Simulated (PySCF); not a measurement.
**C₄H₉FOSi₂: density, localisation and related maps**

The calculation's input:

```
{"job": {"kind": "uv", "xc": "wB97X-D", "basis": "def2-SVPD", "nstates": 8, "ntriplets": 3}, "charge": 0, "multiplicity": 1}
F     -2.178504     2.260273     0.117639
Si    -1.428902     1.166078    -0.819156
C      0.406954     1.098815    -0.524245
C      0.995077     0.022172     0.022353
Si     2.861221    -0.286237     0.161961
O      0.355706    -1.036013     0.578168
C     -1.013132    -0.932054     0.931425
C     -1.946994    -0.556270    -0.213946
H     -1.861101     1.493409    -2.168082
H      1.065972     1.862886    -0.907257
H      3.561364     0.881041    -0.376469
H      3.189343    -0.494576     1.572262
H      3.189585    -1.484494    -0.610888
H     -1.108700    -0.182889     1.731257
H     -1.258270    -1.915882     1.343412
H     -2.970292    -0.583475     0.156613
H     -1.866325    -1.300756    -1.004957
```

Run with:

```sh
OMP_NUM_THREADS=1 python probes_run.py task.json out
```

Geometry: GFN2-xTB.

Method: PySCF 2.14.0, wB97X-D/def2-SVPD, SCF density, gas phase.

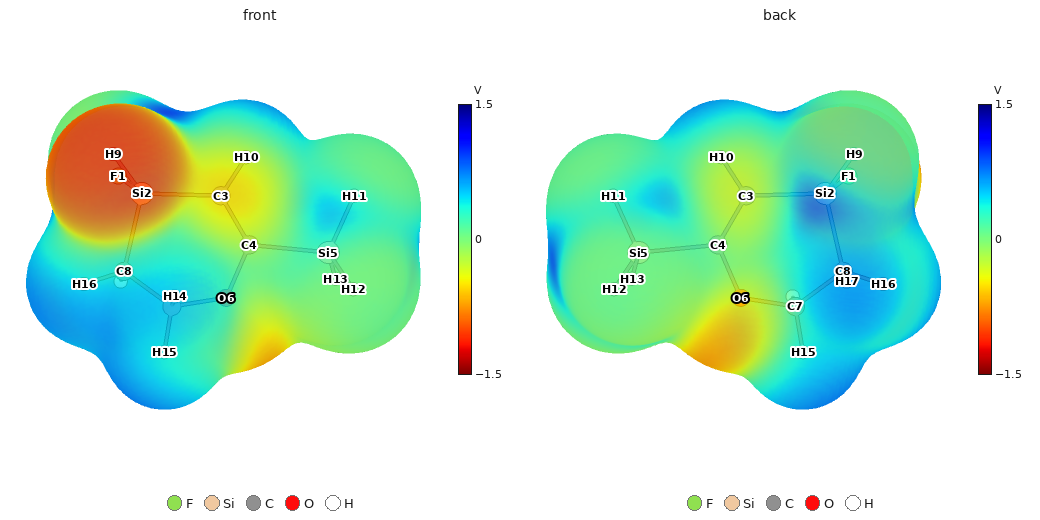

Figure 1. The molecular electrostatic potential painted on the density surface at 0.001 e/bohr³, seen from the front and from behind; the colour scale runs from red (negative) to blue (positive).

Which sites attract a positive test charge, and which a negative one?

Answer. A positive charge is drawn to the negative regions and a negative charge to the positive ones. The most negative region (about −1.1 V) lies over F1, the most positive (about +0.8 V) over Si2 and Si5.

How polar is the molecule by this calculation?

Answer. Its dipole moment is 1.42 D.

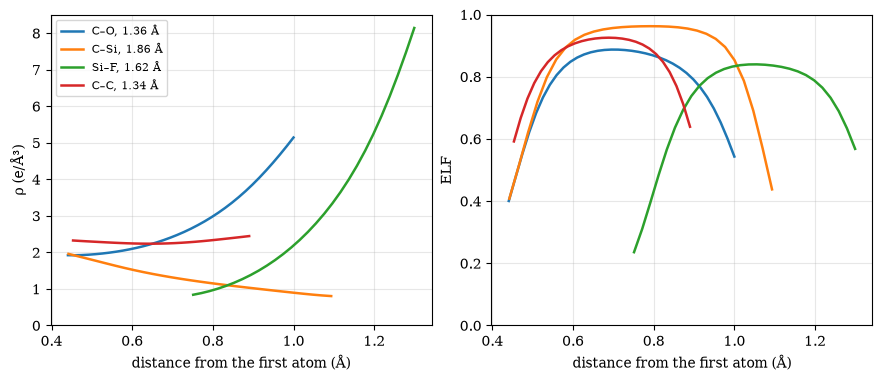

Figure 2. Electron density and ELF along straight lines between neighbouring atoms. The curves leave out the atomic cores.

Compare the contacts.

Answer. C–O (1.36 Å): ρ is about 2.3 e/Å³ halfway, with its minimum of 1.9 e/Å³ about 0.5 Å from C; the ELF peaks at about 0.90 between the atoms (a shared but strongly polarised pair).
C–Si (1.86 Å): ρ is about 0.98 e/Å³ halfway; the ELF peaks at about 0.95 between the atoms; localised, covalent bonding.
Si–F (1.62 Å): ρ at the midpoint is about 1 e/Å³; the ELF peaks at about 0.85 in the valence shell of F, 0.6 Å from its nucleus, and is about 0.50 at the midpoint.
C–C (1.34 Å): ρ at the midpoint is about 2.2 e/Å³; the ELF peaks at about 0.95 between the atoms; a multiple bond.
